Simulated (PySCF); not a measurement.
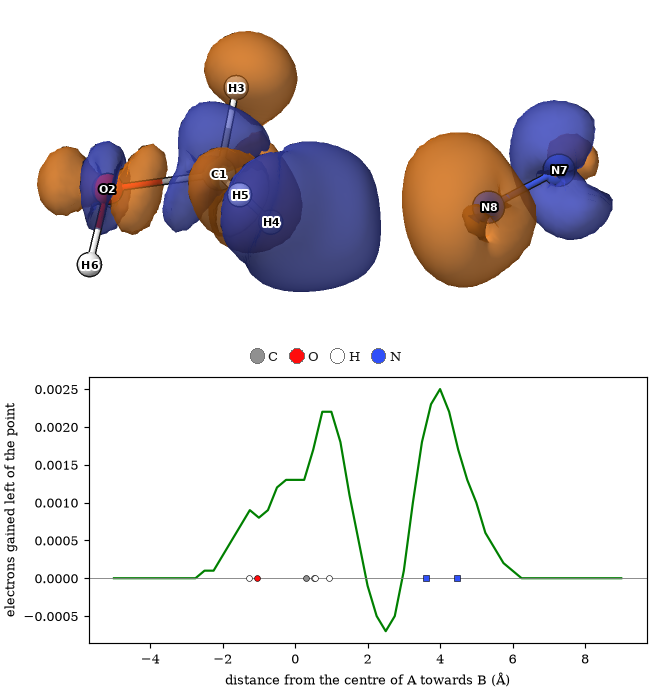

Figure. CH4N2O, SMILES `CO.N#N`. Density of the complex less the densities of the two fragments at the same geometry, ±0.0004 e/Å³ (orange: gain, blue: loss). Fragment A: H4CO (atoms 1–6); fragment B: N2. Below: the charge-displacement curve along the line of centres (A on the left).

Level of theory: B3LYP/def2-TZVP (PySCF), at a geometry from GFN2-xTB.

The calculation's input:

```python
import numpy as np
from pyscf import gto, scf, dft
from pyscf.scf import atom_ks, atom_hf
from scipy.linalg import block_diag
from pyscf.dispersion import dftd3

def solve(mol, dm0=None, hcore=None):
    mf = (dft.UKS if mol.spin else dft.RKS)(mol, xc='b3lyp')
    mf.grids.level = 3
    mf = mf.density_fit(auxbasis='def2-universal-jkfit')
    mf.conv_tol, mf.max_cycle = 1e-8, 80
    if hcore is not None:
        mf.get_hcore = lambda *args: hcore
    mf.kernel(dm0)
    if not mf.converged:
        mf = mf.newton().run(mf.mo_coeff, mf.mo_occ, max_cycle=30)
    assert mf.converged, 'SCF not converged'
    return mf

mol = gto.M(atom='''
C     -1.27043    -0.08829    -0.17629
O     -2.64479    -0.07212     0.12193
H     -1.05516    -1.07182    -0.59002
H     -0.65932     0.06067     0.72066
H     -1.00673     0.67387    -0.91692
H     -2.87575     0.78774     0.48848
N      2.88457    -0.27909     0.13318
N      2.02655     0.37285    -0.07888
''', basis='def2-tzvp', charge=0, spin=0, verbose=4)
mol_a = gto.M(atom='''
C     -1.27043    -0.08829    -0.17629
O     -2.64479    -0.07212     0.12193
H     -1.05516    -1.07182    -0.59002
H     -0.65932     0.06067     0.72066
H     -1.00673     0.67387    -0.91692
H     -2.87575     0.78774     0.48848
ghost-N      2.88457    -0.27909     0.13318
ghost-N      2.02655     0.37285    -0.07888
''', basis='def2-tzvp', charge=0, spin=0, verbose=4)
mol_b = gto.M(atom='''
ghost-C     -1.27043    -0.08829    -0.17629
ghost-O     -2.64479    -0.07212     0.12193
ghost-H     -1.05516    -1.07182    -0.59002
ghost-H     -0.65932     0.06067     0.72066
ghost-H     -1.00673     0.67387    -0.91692
ghost-H     -2.87575     0.78774     0.48848
N      2.88457    -0.27909     0.13318
N      2.02655     0.37285    -0.07888
''', basis='def2-tzvp', charge=0, spin=0, verbose=4)
ab, a, b = solve(mol), solve(mol_a), solve(mol_b)
e_int = ab.e_tot - a.e_tot - b.e_tot
print('counterpoise-corrected interaction energy / kcal/mol', e_int * 627.5095)
def disp(atoms, charge):
    m = gto.M(atom=atoms, charge=charge, basis='sto-3g', spin=None, unit='Bohr', verbose=0)
    return dftd3.DFTD3Dispersion(m, xc='b3lyp', version='d3bj').get_dispersion()['energy']
e_disp = disp(mol._atom, mol.charge) - disp(mol._atom[:6], mol_a.charge) - disp(mol._atom[6:], mol_b.charge)
print('D3(BJ) part / kcal/mol', e_disp * 627.5095)
# spherically averaged free atoms, for the promolecule
atm = atom_ks.get_atm_nrks(mol, xc='b3lyp')
pro = block_diag(*[(atm[a[0]][2] * atm[a[0]][3]) @ atm[a[0]][2].T for a in mol._atom])
np.savez('result.npz', e_int=e_int, e_disp=e_disp, dm_a=a.make_rdm1(), dm_b=b.make_rdm1(), c=ab.mo_coeff, occ=ab.mo_occ, eps=ab.mo_energy, pro=pro, d=[f.dip_moment(verbose=0) for f in (ab, a, b)])
```

Command:

```sh
OMP_NUM_THREADS=1 python input.py
```

The run took 25 s on 1 thread of Arm Neoverse V2 (shared host), peak memory 0.6 GiB.

Partitions, critical points and surface values were worked out afterwards from this run's density.

**How is the density rearranged on binding?**

Hirshfeld charges show almost no net transfer (under 0.005 e). 0.01 e is displaced in all, which induces a dipole of 0.04 D.

**What is the interaction energy, and which contacts carry it?**

The counterpoise-corrected interaction energy of the frozen fragments is +0.4 kcal/mol without dispersion correction and −0.4 kcal/mol with D3(BJ). The pair geometry is semi-empirical, not a minimum at this level. Contacts: H4···N8, weak C–H hydrogen bond, 2.82 Å, ρ = 0.005 a.u. The pose is a local one from a semi-empirical search, not shown to be the most stable.
